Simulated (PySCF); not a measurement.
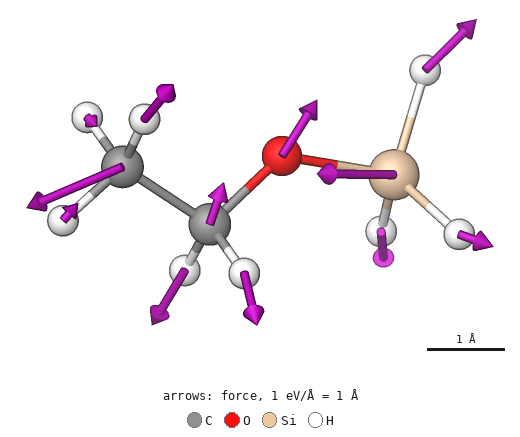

Starting geometry of C2H8OSi with the computed forces as purple arrows. Style: ball-and-stick. Shown at a tilt.

The start comes from GFN2-xTB. Its atoms were then displaced at random by about 0.01 Å.

The calculation used PBE0-D3(BJ)/def2-SVP geometry optimisation, gas phase in PySCF 2.14.0, density-fitted response routines. 

Q: Is this structure relaxed? If not, where do the atoms go?

A: It isn't relaxed: the largest force vector, on the Si atom, is 1.54 eV/Å. The final displacements follow the starting forces only in part (cosine between the two patterns 0.32). After 5 geometry steps the energy has fallen by 4.41 kcal/mol. The atom that moves furthest after the best rigid fit is an H atom (0.25 Å). Largest moves by element: H 0.25 Å, O 0.13 Å, C 0.06 Å, Si 0.05 Å. Among the contacts that change: H–Si 1.444 → 1.498 Å, C–O 1.382 → 1.408 Å, C–H 1.074 → 1.100 Å, H–Si 1.475 → 1.498 Å. Among the angles between lasting bonds that change: O–Si–H 99.2° → 106.6°, C–O–Si 130.9° → 123.7°, H–Si–H 115.4° → 110.1°. Cost: 14 s on 1 thread of Arm Neoverse V2, on a shared host.
